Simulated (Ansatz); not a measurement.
## Molecular dynamics of TiNH$_{3}$Cl$_{3}$F (part 1 of 2)

- system: TiNH$_{3}$Cl$_{3}$F
- method: RKS B3LYP-D4/def2-SVP (Ansatz 0.2.0)

It belongs to a series of runs on one base structure; here: dynamics from the highest image of the converged band. Figures and captions count atoms from 1; the log counts them from 0 in places.

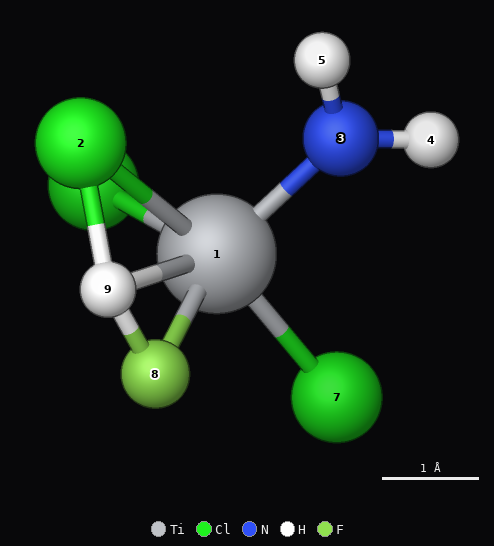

The structure as given in the input (ball-and-stick view, seen at a tilt; atoms are numbered from 1 in the order of the input). Sticks mark near contacts.

Input
```yaml
crystal:
  periodic: [false, false, false]
  atoms:
    - { symbol: Ti, position_ang: [-0.336195, 0.020867, -0.24033] }
    - { symbol: Cl, position_ang: [0.048386, 1.208687, 2.062386] }
    - { symbol: "N", position_ang: [1.472131, -0.247007, -0.272126] }
    - { symbol: H, position_ang: [1.966893, -0.81144, -0.960507] }
    - { symbol: H, position_ang: [2.095051, 0.244215, 0.367644] }
    - { symbol: Cl, position_ang: [-0.888793, 1.88878, -1.242371] }
    - { symbol: Cl, position_ang: [-0.9112, -1.542415, -1.663435] }
    - { symbol: F, position_ang: [-1.422205, -0.761481, 1.244481] }
    - { symbol: H, position_ang: [-0.943069, -0.000204, 1.950957] }
basis:
  gaussian: { orbitals: def2-SVP }
hamiltonian:
  xc: b3lyp
  dispersion: d4
md:
  timestep: 0.5
  n_steps: 104
  ensemble: nve
  temperature: 300.0
  initial_velocities: maxwell_boltzmann
  seed: 8452
```

Command:
```bash
ansatz run input.yaml --threads 4 --pin off --max-ram 5120MiB --backend cpu --events-out ev --progress --plain --runs-dir out
```

Output
```
Engine: ansatz 0.2.0, aarch64-unknown-linux-gnu
Functional definition: B3LYP
  parameter a0 = 0.2
  parameter ax = 0.72
  parameter ac = 0.81
  exchange = (1 - a0 - ax)*slater_x + ax*b88_x + a0*exact_x
  correlation = (1 - ac)*vwn_rpa_c + ac*lyp_c
1385 factors; integrals over basis functions are off by at most 3.5e-4 eV
mean field evaluation 1: about -64918.0590 eV, gradient 7.2e1 eV
mean field evaluation 2: about -64644.4443 eV, gradient 3.8e2 eV
mean field evaluation 4: about -64924.8366 eV, gradient 4.2e1 eV
mean field evaluation 8: about -64928.8418 eV, gradient 1.9e-1 eV
mean field evaluation 16: about -64928.8787 eV, gradient 3.0e-4 eV
mean field -64928.87869754 eV, -2386.0922817600 hartree, gradient 4.9e-5 eV, S^2 0.000000; 0 other end points of the search recorded, 0 dependent functions left out
the calculation of the forces begins
reference -64928.87906576 eV, -2386.0922952919 hartree; 46, 46 occupied and 82, 82 virtual orbitals, 1385 factors
md step     0: t =     0.00 fs  T =   300.0 K  F+E_penalty+E_count = -64929.38342857 eV  E_kin = 0.271446 eV  conserved = -64929.11198257 eV  (33 SCF iters)
these checks for a lower state are left out or cut short: starts, cluster_reference, orbital_swaps, neighbouring_geometries, increment
1385 factors; integrals over basis functions are off by at most 3.5e-4 eV
mean field -64928.87734730 eV, -2386.0922321395 hartree, gradient 2.0e-5 eV, S^2 0.000000; 0 other end points of the search recorded, 0 dependent functions left out
the calculation of the forces begins
reference -64928.87771553 eV, -2386.0922456717 hartree; 46, 46 occupied and 82, 82 virtual orbitals, 1385 factors
md step     1: t =     0.50 fs  T =   297.8 K  F+E_penalty+E_count = -64929.38135008 eV  E_kin = 0.269427 eV  conserved = -64929.11192313 eV  (38 SCF iters, 3 dispersion substeps)
[... from here on the SCF iterations and repeated set-up lines of each step are left out, up to the last step ...]
md step     2: t =     1.00 fs  T =   291.5 K  F+E_penalty+E_count = -64929.37553291 eV  E_kin = 0.263742 eV  conserved = -64929.11179097 eV  (37 SCF iters, 3 dispersion substeps)
md step     3: t =     1.50 fs  T =   283.4 K  F+E_penalty+E_count = -64929.36802460 eV  E_kin = 0.256381 eV  conserved = -64929.11164355 eV  (38 SCF iters, 3 dispersion substeps)
md step     4: t =     2.00 fs  T =   275.9 K  F+E_penalty+E_count = -64929.36114417 eV  E_kin = 0.249610 eV  conserved = -64929.11153456 eV  (38 SCF iters, 3 dispersion substeps)
md step     5: t =     2.50 fs  T =   270.9 K  F+E_penalty+E_count = -64929.35662625 eV  E_kin = 0.245127 eV  conserved = -64929.11149921 eV  (38 SCF iters, 3 dispersion substeps)
md step     6: t =     3.00 fs  T =   269.1 K  F+E_penalty+E_count = -64929.35504967 eV  E_kin = 0.243502 eV  conserved = -64929.11154759 eV  (38 SCF iters, 3 dispersion substeps)
md step     7: t =     3.50 fs  T =   269.7 K  F+E_penalty+E_count = -64929.35567488 eV  E_kin = 0.244012 eV  conserved = -64929.11166262 eV  (38 SCF iters, 3 dispersion substeps)
md step     8: t =     4.00 fs  T =   270.7 K  F+E_penalty+E_count = -64929.35671959 eV  E_kin = 0.244916 eV  conserved = -64929.11180339 eV  (38 SCF iters, 3 dispersion substeps)
md step     9: t =     4.50 fs  T =   269.8 K  F+E_penalty+E_count = -64929.35601577 eV  E_kin = 0.244102 eV  conserved = -64929.11191372 eV  (38 SCF iters, 3 dispersion substeps)
md step    10: t =     5.00 fs  T =   265.2 K  F+E_penalty+E_count = -64929.35189307 eV  E_kin = 0.239952 eV  conserved = -64929.11194065 eV  (38 SCF iters, 3 dispersion substeps)
md step    11: t =     5.50 fs  T =   256.6 K  F+E_penalty+E_count = -64929.34399721 eV  E_kin = 0.232139 eV  conserved = -64929.11185848 eV  (38 SCF iters, 3 dispersion substeps)
md step    12: t =     6.00 fs  T =   245.3 K  F+E_penalty+E_count = -64929.33366287 eV  E_kin = 0.221973 eV  conserved = -64929.11169032 eV  (30 SCF iters, 3 dispersion substeps)
md step    13: t =     6.50 fs  T =   234.3 K  F+E_penalty+E_count = -64929.32352799 eV  E_kin = 0.212019 eV  conserved = -64929.11150858 eV  (30 SCF iters, 3 dispersion substeps)
md step    14: t =     7.00 fs  T =   226.6 K  F+E_penalty+E_count = -64929.31640673 eV  E_kin = 0.205003 eV  conserved = -64929.11140330 eV  (31 SCF iters, 3 dispersion substeps)
md step    15: t =     7.50 fs  T =   223.8 K  F+E_penalty+E_count = -64929.31391666 eV  E_kin = 0.202486 eV  conserved = -64929.11143054 eV  (29 SCF iters, 3 dispersion substeps)
md step    16: t =     8.00 fs  T =   225.5 K  F+E_penalty+E_count = -64929.31563154 eV  E_kin = 0.204055 eV  conserved = -64929.11157657 eV  (29 SCF iters, 3 dispersion substeps)
md step    17: t =     8.50 fs  T =   229.4 K  F+E_penalty+E_count = -64929.31928871 eV  E_kin = 0.207522 eV  conserved = -64929.11176655 eV  (29 SCF iters, 3 dispersion substeps)
md step    18: t =     9.00 fs  T =   232.1 K  F+E_penalty+E_count = -64929.32192518 eV  E_kin = 0.210015 eV  conserved = -64929.11191015 eV  (30 SCF iters, 3 dispersion substeps)
md step    19: t =     9.50 fs  T =   231.3 K  F+E_penalty+E_count = -64929.32126403 eV  E_kin = 0.209314 eV  conserved = -64929.11194996 eV  (34 SCF iters, 3 dispersion substeps)
md step    20: t =    10.00 fs  T =   226.3 K  F+E_penalty+E_count = -64929.31662303 eV  E_kin = 0.204742 eV  conserved = -64929.11188081 eV  (30 SCF iters, 3 dispersion substeps)
md step    21: t =    10.50 fs  T =   218.0 K  F+E_penalty+E_count = -64929.30901849 eV  E_kin = 0.197277 eV  conserved = -64929.11174174 eV  (30 SCF iters, 3 dispersion substeps)
md step    22: t =    11.00 fs  T =   208.9 K  F+E_penalty+E_count = -64929.30058392 eV  E_kin = 0.188993 eV  conserved = -64929.11159050 eV  (30 SCF iters, 3 dispersion substeps)
md step    23: t =    11.50 fs  T =   201.4 K  F+E_penalty+E_count = -64929.29367244 eV  E_kin = 0.182192 eV  conserved = -64929.11148068 eV  (29 SCF iters, 3 dispersion substeps)
md step    24: t =    12.00 fs  T =   197.3 K  F+E_penalty+E_count = -64929.29000565 eV  E_kin = 0.178559 eV  conserved = -64929.11144709 eV  (29 SCF iters, 3 dispersion substeps)
md step    25: t =    12.50 fs  T =   197.4 K  F+E_penalty+E_count = -64929.29011314 eV  E_kin = 0.178614 eV  conserved = -64929.11149903 eV  (29 SCF iters, 3 dispersion substeps)
md step    26: t =    13.00 fs  T =   200.7 K  F+E_penalty+E_count = -64929.29318243 eV  E_kin = 0.181564 eV  conserved = -64929.11161881 eV  (30 SCF iters, 3 dispersion substeps)
md step    27: t =    13.50 fs  T =   205.1 K  F+E_penalty+E_count = -64929.29734555 eV  E_kin = 0.185581 eV  conserved = -64929.11176480 eV  (29 SCF iters, 3 dispersion substeps)
md step    28: t =    14.00 fs  T =   208.3 K  F+E_penalty+E_count = -64929.30034610 eV  E_kin = 0.188465 eV  conserved = -64929.11188087 eV  (30 SCF iters, 3 dispersion substeps)
md step    29: t =    14.50 fs  T =   208.3 K  F+E_penalty+E_count = -64929.30042385 eV  E_kin = 0.188509 eV  conserved = -64929.11191456 eV  (30 SCF iters, 3 dispersion substeps)
md step    30: t =    15.00 fs  T =   204.8 K  F+E_penalty+E_count = -64929.29712113 eV  E_kin = 0.185279 eV  conserved = -64929.11184173 eV  (30 SCF iters, 3 dispersion substeps)
md step    31: t =    15.50 fs  T =   198.9 K  F+E_penalty+E_count = -64929.29162774 eV  E_kin = 0.179940 eV  conserved = -64929.11168748 eV  (30 SCF iters, 3 dispersion substeps)
md step    32: t =    16.00 fs  T =   193.2 K  F+E_penalty+E_count = -64929.28636457 eV  E_kin = 0.174840 eV  conserved = -64929.11152450 eV  (30 SCF iters, 3 dispersion substeps)
md step    33: t =    16.50 fs  T =   190.5 K  F+E_penalty+E_count = -64929.28385288 eV  E_kin = 0.172413 eV  conserved = -64929.11143997 eV  (30 SCF iters, 3 dispersion substeps)
md step    34: t =    17.00 fs  T =   192.2 K  F+E_penalty+E_count = -64929.28538664 eV  E_kin = 0.173902 eV  conserved = -64929.11148428 eV  (30 SCF iters, 3 dispersion substeps)
md step    35: t =    17.50 fs  T =   197.4 K  F+E_penalty+E_count = -64929.29027131 eV  E_kin = 0.178633 eV  conserved = -64929.11163850 eV  (30 SCF iters, 3 dispersion substeps)
md step    36: t =    18.00 fs  T =   203.7 K  F+E_penalty+E_count = -64929.29611158 eV  E_kin = 0.184286 eV  conserved = -64929.11182597 eV  (30 SCF iters, 3 dispersion substeps)
md step    37: t =    18.50 fs  T =   207.8 K  F+E_penalty+E_count = -64929.29997513 eV  E_kin = 0.188016 eV  conserved = -64929.11195914 eV  (30 SCF iters, 3 dispersion substeps)
md step    38: t =    19.00 fs  T =   207.5 K  F+E_penalty+E_count = -64929.29973985 eV  E_kin = 0.187755 eV  conserved = -64929.11198531 eV  (38 SCF iters, 3 dispersion substeps)
md step    39: t =    19.50 fs  T =   202.3 K  F+E_penalty+E_count = -64929.29492810 eV  E_kin = 0.183024 eV  conserved = -64929.11190448 eV  (38 SCF iters, 3 dispersion substeps)
md step    40: t =    20.00 fs  T =   193.4 K  F+E_penalty+E_count = -64929.28673745 eV  E_kin = 0.174979 eV  conserved = -64929.11175802 eV  (30 SCF iters, 3 dispersion substeps)
md step    41: t =    20.50 fs  T =   183.3 K  F+E_penalty+E_count = -64929.27741899 eV  E_kin = 0.165815 eV  conserved = -64929.11160397 eV  (30 SCF iters, 3 dispersion substeps)
md step    42: t =    21.00 fs  T =   174.5 K  F+E_penalty+E_count = -64929.26937134 eV  E_kin = 0.157877 eV  conserved = -64929.11149455 eV  (33 SCF iters, 3 dispersion substeps)
md step    43: t =    21.50 fs  T =   168.9 K  F+E_penalty+E_count = -64929.26430521 eV  E_kin = 0.152841 eV  conserved = -64929.11146374 eV  (30 SCF iters, 3 dispersion substeps)
md step    44: t =    22.00 fs  T =   167.1 K  F+E_penalty+E_count = -64929.26270530 eV  E_kin = 0.151187 eV  conserved = -64929.11151874 eV  (30 SCF iters, 3 dispersion substeps)
md step    45: t =    22.50 fs  T =   168.1 K  F+E_penalty+E_count = -64929.26370927 eV  E_kin = 0.152069 eV  conserved = -64929.11164017 eV  (31 SCF iters, 3 dispersion substeps)
md step    46: t =    23.00 fs  T =   169.8 K  F+E_penalty+E_count = -64929.26542081 eV  E_kin = 0.153636 eV  conserved = -64929.11178491 eV  (31 SCF iters, 3 dispersion substeps)
md step    47: t =    23.50 fs  T =   169.9 K  F+E_penalty+E_count = -64929.26559964 eV  E_kin = 0.153704 eV  conserved = -64929.11189593 eV  (31 SCF iters, 3 dispersion substeps)
md step    48: t =    24.00 fs  T =   166.5 K  F+E_penalty+E_count = -64929.26255882 eV  E_kin = 0.150638 eV  conserved = -64929.11192105 eV  (31 SCF iters, 3 dispersion substeps)
md step    49: t =    24.50 fs  T =   159.3 K  F+E_penalty+E_count = -64929.25596534 eV  E_kin = 0.144127 eV  conserved = -64929.11183831 eV  (31 SCF iters, 3 dispersion substeps)
md step    50: t =    25.00 fs  T =   149.7 K  F+E_penalty+E_count = -64929.24715471 eV  E_kin = 0.135479 eV  conserved = -64929.11167527 eV  (31 SCF iters, 3 dispersion substeps)
md step    51: t =    25.50 fs  T =   140.5 K  F+E_penalty+E_count = -64929.23867433 eV  E_kin = 0.127167 eV  conserved = -64929.11150687 eV  (31 SCF iters, 3 dispersion substeps)
md step    52: t =    26.00 fs  T =   134.5 K  F+E_penalty+E_count = -64929.23312463 eV  E_kin = 0.121705 eV  conserved = -64929.11141951 eV  (31 SCF iters, 3 dispersion substeps)
md step    53: t =    26.50 fs  T =   133.0 K  F+E_penalty+E_count = -64929.23184579 eV  E_kin = 0.120386 eV  conserved = -64929.11146020 eV  (30 SCF iters, 3 dispersion substeps)
md step    54: t =    27.00 fs  T =   135.5 K  F+E_penalty+E_count = -64929.23421000 eV  E_kin = 0.122604 eV  conserved = -64929.11160615 eV  (30 SCF iters, 3 dispersion substeps)
md step    55: t =    27.50 fs  T =   139.5 K  F+E_penalty+E_count = -64929.23796581 eV  E_kin = 0.126186 eV  conserved = -64929.11177967 eV  (31 SCF iters, 3 dispersion substeps)
md step    56: t =    28.00 fs  T =   142.0 K  F+E_penalty+E_count = -64929.24041588 eV  E_kin = 0.128520 eV  conserved = -64929.11189608 eV  (31 SCF iters, 3 dispersion substeps)
md step    57: t =    28.50 fs  T =   141.3 K  F+E_penalty+E_count = -64929.23971947 eV  E_kin = 0.127812 eV  conserved = -64929.11190775 eV  (31 SCF iters, 3 dispersion substeps)
md step    58: t =    29.00 fs  T =   136.9 K  F+E_penalty+E_count = -64929.23564669 eV  E_kin = 0.123827 eV  conserved = -64929.11181947 eV  (30 SCF iters, 3 dispersion substeps)
md step    59: t =    29.50 fs  T =   130.3 K  F+E_penalty+E_count = -64929.22953244 eV  E_kin = 0.117857 eV  conserved = -64929.11167526 eV  (31 SCF iters, 3 dispersion substeps)
md step    60: t =    30.00 fs  T =   123.9 K  F+E_penalty+E_count = -64929.22360934 eV  E_kin = 0.112076 eV  conserved = -64929.11153342 eV  (31 SCF iters, 3 dispersion substeps)
md step    61: t =    30.50 fs  T =   120.1 K  F+E_penalty+E_count = -64929.22009536 eV  E_kin = 0.108650 eV  conserved = -64929.11144489 eV  (31 SCF iters, 3 dispersion substeps)
md step    62: t =    31.00 fs  T =   120.4 K  F+E_penalty+E_count = -64929.22038266 eV  E_kin = 0.108943 eV  conserved = -64929.11143990 eV  (31 SCF iters, 3 dispersion substeps)
md step    63: t =    31.50 fs  T =   124.9 K  F+E_penalty+E_count = -64929.22455085 eV  E_kin = 0.113029 eV  conserved = -64929.11152227 eV  (30 SCF iters, 3 dispersion substeps)
md step    64: t =    32.00 fs  T =   132.2 K  F+E_penalty+E_count = -64929.23130763 eV  E_kin = 0.119639 eV  conserved = -64929.11166820 eV  (33 SCF iters, 3 dispersion substeps)
md step    65: t =    32.50 fs  T =   139.9 K  F+E_penalty+E_count = -64929.23837291 eV  E_kin = 0.126542 eV  conserved = -64929.11183043 eV  (31 SCF iters, 3 dispersion substeps)
md step    66: t =    33.00 fs  T =   145.1 K  F+E_penalty+E_count = -64929.24323506 eV  E_kin = 0.131286 eV  conserved = -64929.11194877 eV  (38 SCF iters, 3 dispersion substeps)
md step    67: t =    33.50 fs  T =   146.0 K  F+E_penalty+E_count = -64929.24409551 eV  E_kin = 0.132125 eV  conserved = -64929.11197085 eV  (38 SCF iters, 3 dispersion substeps)
md step    68: t =    34.00 fs  T =   142.3 K  F+E_penalty+E_count = -64929.24067506 eV  E_kin = 0.128798 eV  conserved = -64929.11187701 eV  (38 SCF iters, 3 dispersion substeps)
md step    69: t =    34.50 fs  T =   135.7 K  F+E_penalty+E_count = -64929.23448696 eV  E_kin = 0.122786 eV  conserved = -64929.11170062 eV  (38 SCF iters, 3 dispersion substeps)
md step    70: t =    35.00 fs  T =   129.1 K  F+E_penalty+E_count = -64929.22829689 eV  E_kin = 0.116776 eV  conserved = -64929.11152099 eV  (31 SCF iters, 3 dispersion substeps)
md step    71: t =    35.50 fs  T =   125.4 K  F+E_penalty+E_count = -64929.22488703 eV  E_kin = 0.113460 eV  conserved = -64929.11142718 eV  (29 SCF iters, 3 dispersion substeps)
md step    72: t =    36.00 fs  T =   126.3 K  F+E_penalty+E_count = -64929.22570306 eV  E_kin = 0.114238 eV  conserved = -64929.11146547 eV  (30 SCF iters, 3 dispersion substeps)
md step    73: t =    36.50 fs  T =   131.0 K  F+E_penalty+E_count = -64929.23015382 eV  E_kin = 0.118542 eV  conserved = -64929.11161181 eV  (30 SCF iters, 3 dispersion substeps)
md step    74: t =    37.00 fs  T =   137.2 K  F+E_penalty+E_count = -64929.23597377 eV  E_kin = 0.124185 eV  conserved = -64929.11178894 eV  (30 SCF iters, 3 dispersion substeps)
md step    75: t =    37.50 fs  T =   142.0 K  F+E_penalty+E_count = -64929.24039721 eV  E_kin = 0.128484 eV  conserved = -64929.11191346 eV  (30 SCF iters, 3 dispersion substeps)
md step    76: t =    38.00 fs  T =   143.1 K  F+E_penalty+E_count = -64929.24144386 eV  E_kin = 0.129506 eV  conserved = -64929.11193810 eV  (29 SCF iters, 3 dispersion substeps)
md step    77: t =    38.50 fs  T =   140.1 K  F+E_penalty+E_count = -64929.23867498 eV  E_kin = 0.126810 eV  conserved = -64929.11186473 eV  (30 SCF iters, 3 dispersion substeps)
md step    78: t =    39.00 fs  T =   134.2 K  F+E_penalty+E_count = -64929.23319211 eV  E_kin = 0.121460 eV  conserved = -64929.11173244 eV  (30 SCF iters, 3 dispersion substeps)
md step    79: t =    39.50 fs  T =   127.6 K  F+E_penalty+E_count = -64929.22704348 eV  E_kin = 0.115448 eV  conserved = -64929.11159502 eV  (30 SCF iters, 3 dispersion substeps)
md step    80: t =    40.00 fs  T =   122.5 K  F+E_penalty+E_count = -64929.22238130 eV  E_kin = 0.110880 eV  conserved = -64929.11150088 eV  (31 SCF iters, 3 dispersion substeps)
md step    81: t =    40.50 fs  T =   120.7 K  F+E_penalty+E_count = -64929.22069037 eV  E_kin = 0.109210 eV  conserved = -64929.11148025 eV  (30 SCF iters, 3 dispersion substeps)
md step    82: t =    41.00 fs  T =   122.4 K  F+E_penalty+E_count = -64929.22230239 eV  E_kin = 0.110764 eV  conserved = -64929.11153881 eV  (30 SCF iters, 3 dispersion substeps)
md step    83: t =    41.50 fs  T =   126.7 K  F+E_penalty+E_count = -64929.22630678 eV  E_kin = 0.114651 eV  conserved = -64929.11165604 eV  (31 SCF iters, 3 dispersion substeps)
md step    84: t =    42.00 fs  T =   131.6 K  F+E_penalty+E_count = -64929.23088397 eV  E_kin = 0.119095 eV  conserved = -64929.11178867 eV  (30 SCF iters, 3 dispersion substeps)
md step    85: t =    42.50 fs  T =   135.0 K  F+E_penalty+E_count = -64929.23399617 eV  E_kin = 0.122114 eV  conserved = -64929.11188180 eV  (33 SCF iters, 3 dispersion substeps)
md step    86: t =    43.00 fs  T =   135.2 K  F+E_penalty+E_count = -64929.23424711 eV  E_kin = 0.122358 eV  conserved = -64929.11188911 eV  (30 SCF iters, 3 dispersion substeps)
md step    87: t =    43.50 fs  T =   132.4 K  F+E_penalty+E_count = -64929.23158545 eV  E_kin = 0.119787 eV  conserved = -64929.11179815 eV  (30 SCF iters, 3 dispersion substeps)
md step    88: t =    44.00 fs  T =   128.0 K  F+E_penalty+E_count = -64929.22747040 eV  E_kin = 0.115824 eV  conserved = -64929.11164620 eV  (30 SCF iters, 3 dispersion substeps)
md step    89: t =    44.50 fs  T =   124.6 K  F+E_penalty+E_count = -64929.22427530 eV  E_kin = 0.112766 eV  conserved = -64929.11150969 eV  (31 SCF iters, 3 dispersion substeps)
md step    90: t =    45.00 fs  T =   124.5 K  F+E_penalty+E_count = -64929.22410826 eV  E_kin = 0.112644 eV  conserved = -64929.11146469 eV  (31 SCF iters, 3 dispersion substeps)
md step    91: t =    45.50 fs  T =   128.3 K  F+E_penalty+E_count = -64929.22766014 eV  E_kin = 0.116121 eV  conserved = -64929.11153905 eV  (31 SCF iters, 3 dispersion substeps)
md step    92: t =    46.00 fs  T =   134.9 K  F+E_penalty+E_count = -64929.23378591 eV  E_kin = 0.122093 eV  conserved = -64929.11169336 eV  (30 SCF iters, 3 dispersion substeps)
md step    93: t =    46.50 fs  T =   141.7 K  F+E_penalty+E_count = -64929.24009964 eV  E_kin = 0.128253 eV  conserved = -64929.11184616 eV  (30 SCF iters, 3 dispersion substeps)
md step    94: t =    47.00 fs  T =   146.2 K  F+E_penalty+E_count = -64929.24421246 eV  E_kin = 0.132289 eV  conserved = -64929.11192321 eV  (30 SCF iters, 3 dispersion substeps)
md step    95: t =    47.50 fs  T =   147.0 K  F+E_penalty+E_count = -64929.24487979 eV  E_kin = 0.132985 eV  conserved = -64929.11189484 eV  (30 SCF iters, 3 dispersion substeps)
md step    96: t =    48.00 fs  T =   144.4 K  F+E_penalty+E_count = -64929.24248267 eV  E_kin = 0.130701 eV  conserved = -64929.11178211 eV  (30 SCF iters, 3 dispersion substeps)
md step    97: t =    48.50 fs  T =   140.5 K  F+E_penalty+E_count = -64929.23872959 eV  E_kin = 0.127092 eV  conserved = -64929.11163753 eV  (30 SCF iters, 3 dispersion substeps)
md step    98: t =    49.00 fs  T =   137.4 K  F+E_penalty+E_count = -64929.23585720 eV  E_kin = 0.124340 eV  conserved = -64929.11151769 eV  (30 SCF iters, 3 dispersion substeps)
md step    99: t =    49.50 fs  T =   137.3 K  F+E_penalty+E_count = -64929.23574030 eV  E_kin = 0.124276 eV  conserved = -64929.11146394 eV  (30 SCF iters, 3 dispersion substeps)
md step   100: t =    50.00 fs  T =   141.2 K  F+E_penalty+E_count = -64929.23922834 eV  E_kin = 0.127736 eV  conserved = -64929.11149263 eV  (30 SCF iters, 3 dispersion substeps)
md step   101: t =    50.50 fs  T =   148.4 K  F+E_penalty+E_count = -64929.24586997 eV  E_kin = 0.134275 eV  conserved = -64929.11159486 eV  (31 SCF iters, 3 dispersion substeps)
md step   102: t =    51.00 fs  T =   157.3 K  F+E_penalty+E_count = -64929.25405422 eV  E_kin = 0.142316 eV  conserved = -64929.11173848 eV  (30 SCF iters, 3 dispersion substeps)
```
